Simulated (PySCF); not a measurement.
# C3H2F2, SMILES `FC1(F)C=C1`: electronic structure

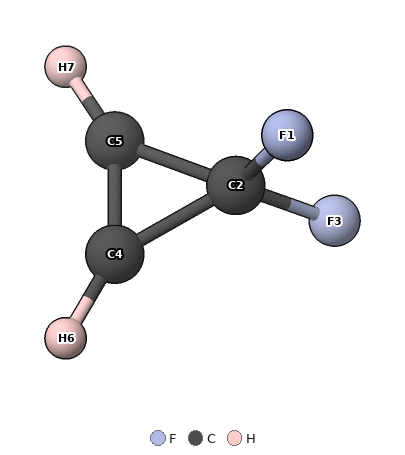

The molecule, with its atoms numbered as below. No frequency check shows the geometry to be a minimum.

Cartesian coordinates (Å):

```
F1       0.9378    1.0873   -0.0002
C2       0.1251   -0.0000    0.0001
F3       0.9378   -1.0873    0.0001
C4      -1.1835    0.0001    0.6586
C5      -1.1835   -0.0001   -0.6586
H6      -1.7150    0.0006    1.5788
H7      -1.7150   -0.0006   -1.5789
```

### 1. Bonding charge

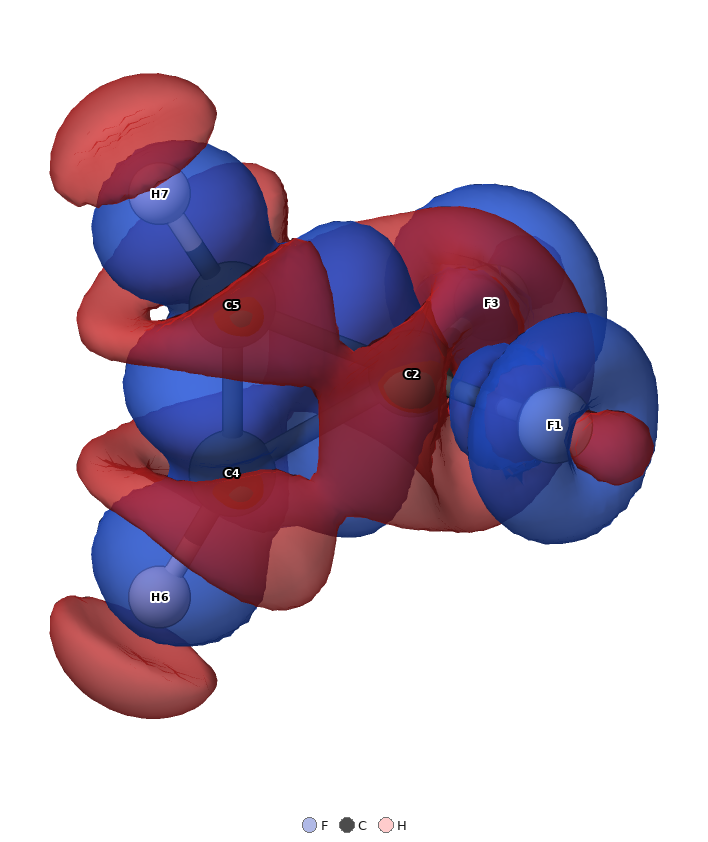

Deformation density (molecule less spherical, spin-averaged free atoms at the same positions), surfaces at ±0.04 e/Å³; blue: gain, red: loss.

Computed with PySCF, BP86/def2-TZVP, geometry: GFN2-xTB.

Q: Describe the bonding that the map shows.

A: C4–H6 and C5–H7: +0.75 e/Å³ at the bond critical point (bond length 1.06 Å, Mayer order 0.9). C4–C5: +0.63 e/Å³ at the bond critical point (bond length 1.32 Å, Mayer order 1.8). C2–C4 and C2–C5: +0.42 e/Å³ at the bond critical point (bond length 1.47 Å, Mayer order 1.1). C2–F3 and F1–C2: +0.07 e/Å³ at the bond critical point (bond length 1.36 Å, Mayer order 1.1); up to 0.6 Å beside the axis the gain reaches +0.28 e/Å³. In all, 1.6 electrons gather in the regions of gain relative to the promolecule. A small or negative value marks a very polar bond, one between electron-rich atoms, whose free-atom densities already overlap strongly, a long bond to a heavier atom, or a closed-shell contact such as a hydrogen bond.

### 2. Bond critical points

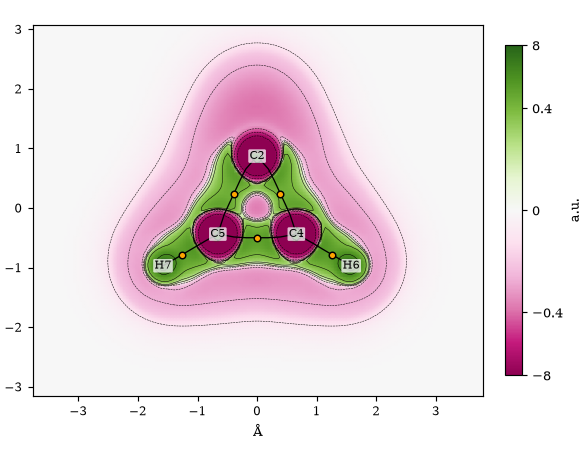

Negative Laplacian of the density (−∇²ρ) in the plane of C2, C4, C5, H6 and H7 (green positive, pink negative, colour scale in a.u., logarithmic beyond ±0.04), with bond paths and bond critical points (dots).

Q: At which bond critical points in this plane is charge locally concentrated, and at which depleted?

A: Concentrated (∇²ρ < 0): C4–C5 (−0.88 a.u.); C4–H6 and C5–H7 (−1.07 a.u.); C2–C4 and C2–C5 (−0.50 a.u.). At none is it depleted.

Q: Where along C4–H6 does the critical point lie?

A: 0.70 Å from C4 and 0.37 Å from H6.

### 3. Local ionisation energy

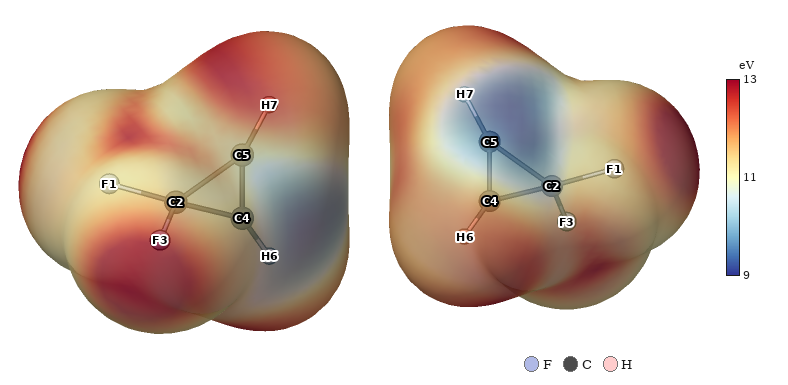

Average local ionisation energy on the surface of electron density 0.001 a.u. (back view left, front view right).

Q: Locate the minima of the map.

A: The lowest value is 9.2 eV, off the C4–C5 bond (2.1 Å from its atoms), and at like points elsewhere. Further minima include 11.0 eV, 1.7 Å from F3, and at like points elsewhere; 11.2 eV, off the C2–C4 bond (2.0 Å from its atoms). For comparison, the highest occupied orbital lies at −7.0 eV.

Q: What volume does the surface enclose, and what is the dipole moment?

A: About 80 Å³; the dipole moment is 2.7 D.

### 4. In an electric field

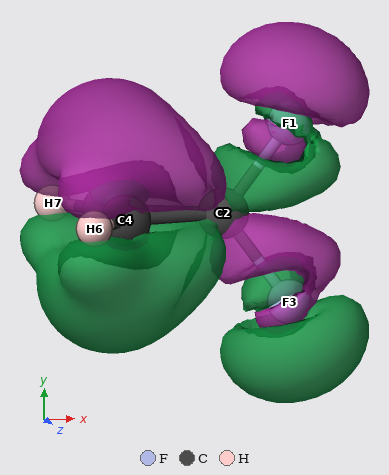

Change of the electron density in a uniform field of 0.21 V/Å, surfaces at ±0.001 e/Å³ (green: gain, purple: loss).

Computed with PySCF, HF/def2-SVPD, geometry: GFN2-xTB.

The field was applied in both directions; the picture shows the one opposite to the script's first.

Q: Along which Cartesian direction does the field point?

A: Along +y: electrons gather on the −y side, against the field.

Q: What dipole is induced, and what polarisability does it imply?

A: The induced dipole is 0.27 D (along the field); α along this axis, from the fields in both directions, is 27 bohr³ (4.0 Å³).

### 5. Magnetic shielding

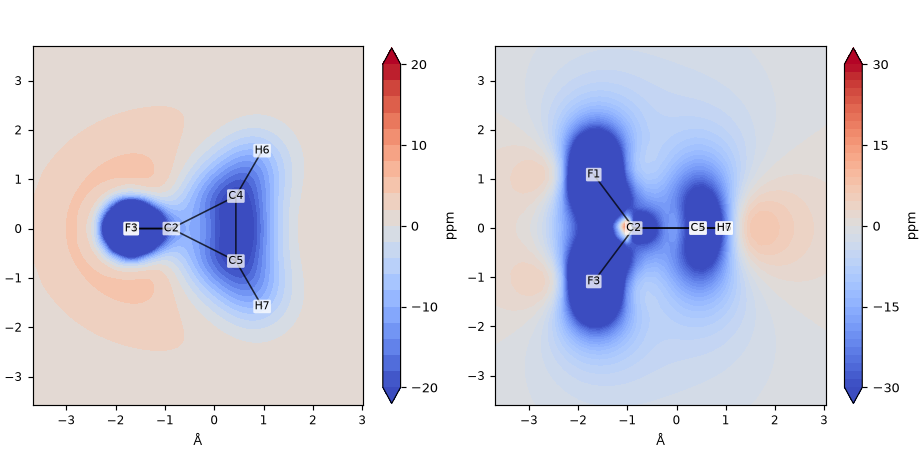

NICSzz (the component normal to the ring) 1.0 Å above the plane of the 3-membered ring C2/C4/C5 (left) and NICSzz (the component normal to the ring) in a plane perpendicular to the same ring (right); GIAO shieldings; atoms are projected onto the map; negative values mean shielding.

PySCF calculation, HF/6-311+G**, gas phase; geometry: GFN2-xTB.

Q: What does the map say about the ring?

A: It is shielded above its centre; in a three-membered ring σ bonds weigh heavily, so the values alone don't measure π aromaticity: NICS(0) = −29.6, NICS(1) = −10.2, NICS(1)zz = −17.7 ppm.

Q: What absolute proton shieldings does the same calculation give?

A: 24.6 ppm for all of them.
